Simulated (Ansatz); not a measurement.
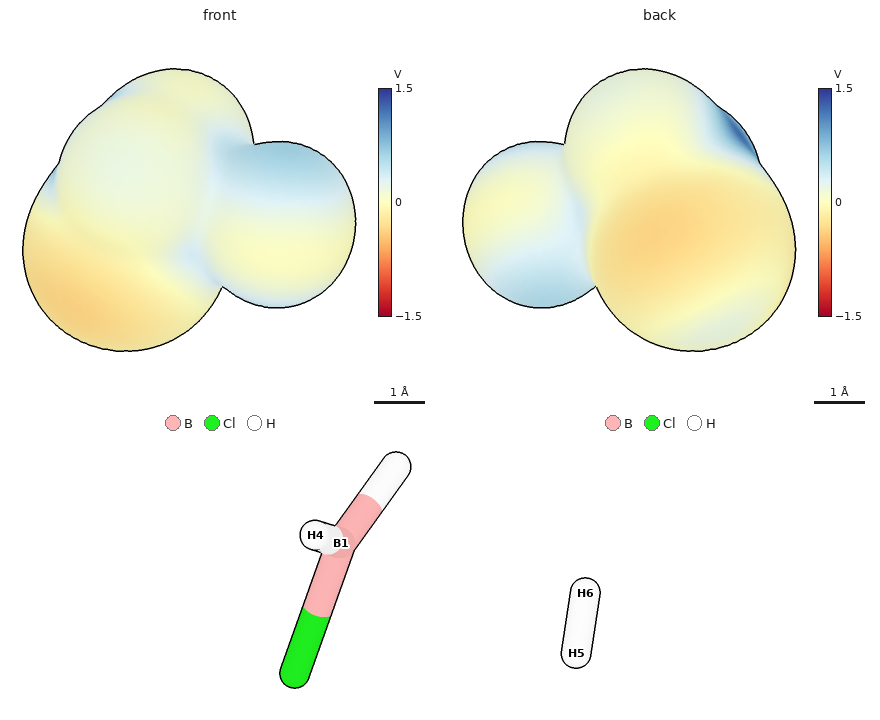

*BClH₂···H₂. The molecular electrostatic potential painted on the density surface at 0.001 e/bohr³, seen from the front and from behind; the colour scale runs from red (negative) to blue (positive). The bare structure is drawn below in the same view.*

The reactant side of a reaction path; geometry: PBE0-D4/def2-TZVP.

Level of theory: RKS PBE0-D4/def2-TZVPP (Ansatz).

```xyz
6

B     0.6140   -0.5658   -0.4670
Cl    1.2613    0.7172   -1.4389
H    -0.3191   -1.1724   -0.8880
H     1.1382   -0.7988    0.5756
H    -1.2511    1.2248    0.9329
H    -1.4434    0.5949    1.2852
```

### Where is the surface potential most negative and most positive?

The most negative region (about −0.4 V) lies over Cl2, the most positive (about +1.1 V) over B1. Cl2 shows a σ-hole: about +0.2 V at the tip opposite its bond, against about −0.2 V on its flanks.
